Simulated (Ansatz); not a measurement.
# C2H2F2O (SMILES OC=C(F)F): what the fields show

Input file:

```
crystal:
  periodic: [false, false, false]
  atoms:
    - {symbol: O, position_ang: [-1.353955, 0.324884, 0.448947]}
    - {symbol: C, position_ang: [-0.004233, 0.326395, 0.267332]}
    - {symbol: C, position_ang: [0.596555, -0.647880, -0.393614]}
    - {symbol: F, position_ang: [-0.006666, -1.653035, -0.981065]}
    - {symbol: F, position_ang: [1.905478, -0.742231, -0.509919]}
    - {symbol: H, position_ang: [-1.678898, 1.226979, 0.395184]}
    - {symbol: H, position_ang: [0.602918, 1.096888, 0.727534]}
basis:
  gaussian: {orbitals: def2-TZVPP}
hamiltonian: {xc: pbe0, dispersion: d4}
output: {orbitals: {seedname: orbitals}}
```

Run with:

```sh
ansatz run in.yaml --threads 2 --pin off --events-out ev --progress --plain --max-ram 4352MiB
```

Geometry: PBE0-D4/def2-TZVP.

Method: RKS PBE0-D4/def2-TZVPP (Ansatz).

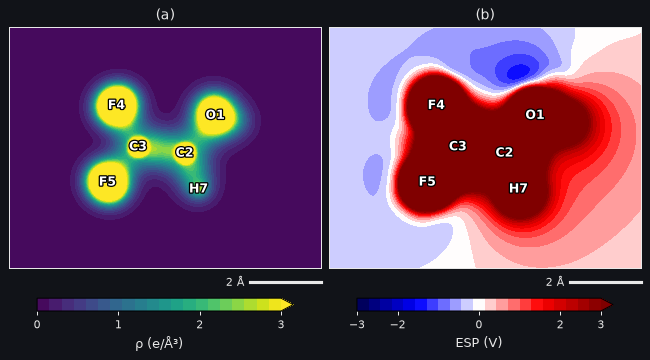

Figure 1. (a) total electron density; (b) electrostatic potential on the plane of atoms C2, C3 and F4.

Q: Read the bonding off the picture.

A: Atoms in the plane: O, C, F and H.
C–F (1.31 Å): ρ is about 2.5 e/Å³ halfway.
C–C (1.32 Å): ρ is about 2.4 e/Å³ halfway.
C–O (1.36 Å): ρ is about 2.3 e/Å³ halfway, with its minimum of 2 e/Å³ about 0.5 Å from C.
C–H (1.08 Å): ρ is about 2.1 e/Å³ halfway.
Outside the dense part of the molecule the potential is most negative (−1.5 V) near O1.

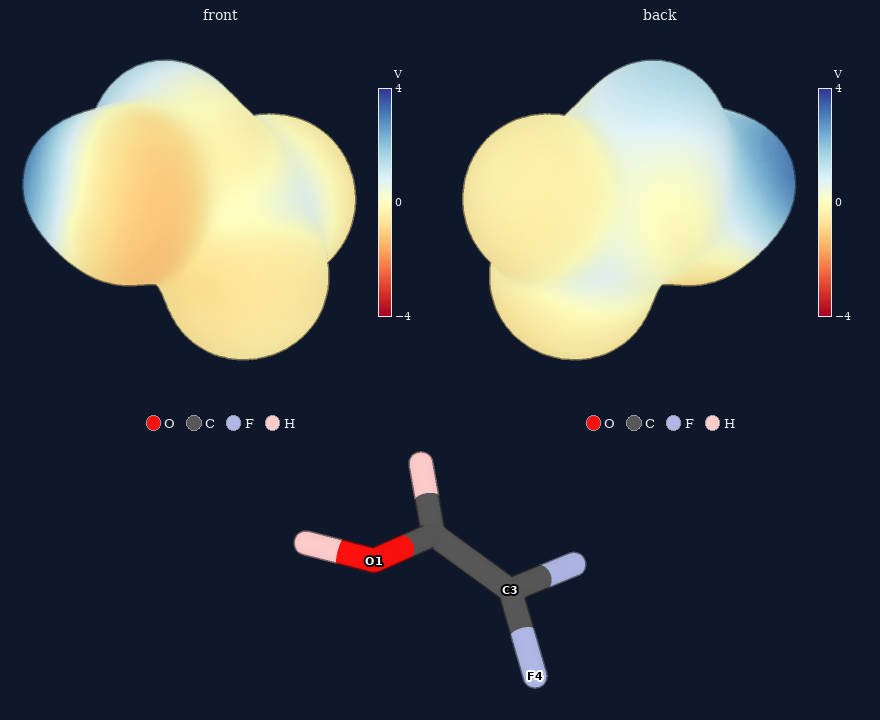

Figure 2. The molecular electrostatic potential painted on the density surface at 0.002 e/bohr³, seen from the front and from behind; the colour scale runs from red (negative) to blue (positive). The bare structure is drawn below in the same view.

Q: Which sites attract a positive test charge, and which a negative one?

A: A positive charge is drawn to the negative regions and a negative charge to the positive ones. The most negative region (about −1.2 V) lies over O1, the most positive (about +3.0 V) over H6. O1 is the likeliest acceptor of a hydrogen bond.

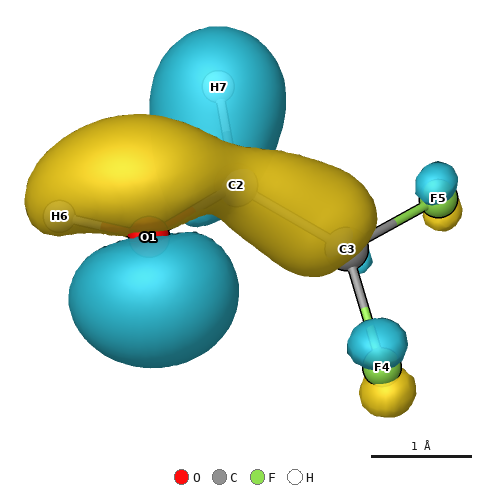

Figure 3. The HOMO−1 at ±0.15 Å⁻³ᐟ² (yellow and cyan are the two phases), seen at a tilt.

Q: Where does this orbital lie, and at what energy?

A: It lies mainly on O1 (about 60 %), C2 (about 20 %) and H7 (about 10 %). Its energy is −10.06 eV.
